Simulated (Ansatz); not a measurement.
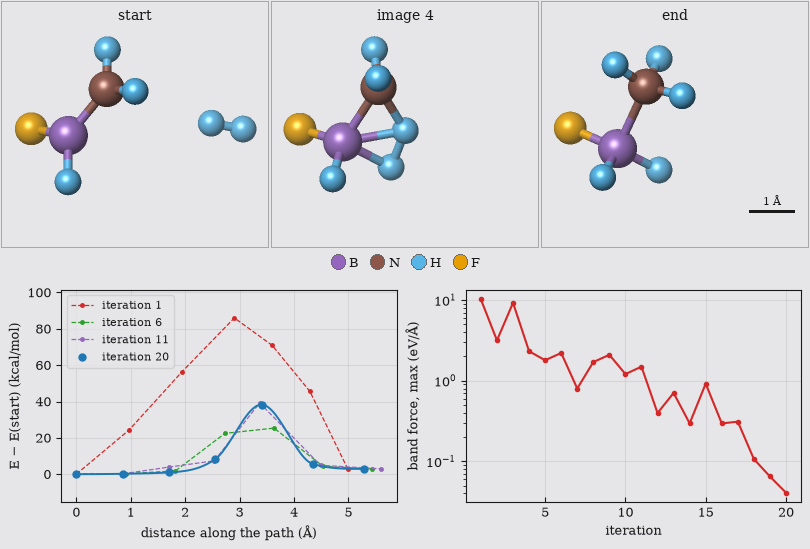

A search for the minimum-energy path of BNH₅F, made up of BNH3F and H2 by the nudged elastic band. Images are numbered from 0 (start) to 6 (end). The plot follows the band through its iterations. Style: ball-and-stick. Shown at a tilt.

The calculation used RKS PBE0-D4/def2-SVP in Ansatz 0.2.0. Settings: 5 movable images; climbing image; force threshold 0.05 eV/Å; iteration limit 60; starting path through a guess of the saddle point.

Did the band converge, and can the barrier be trusted?

Answer. The result is final at these settings. The band converged in 20 iterations. The largest component of the band force went from 10 to 0.041 eV/Å. The climbing image converged on the top of the path. Its vibrational analysis gives one imaginary mode (1367i cm⁻¹), as a transition state must have. The first iteration put the highest image at 86.0 kcal/mol. The energy climbs by 38.3 kcal/mol to image 4 and then falls by 35.3 kcal/mol, so the end point sits at +2.9 kcal/mol.

Limits of the set-up: the start holds two separate molecules, 2.7 Å apart at their closest, whose relative position is a soft coordinate.

Cost: 100 s on 2 threads of Arm Neoverse V1, on a shared host, peak memory 0.12 GiB.
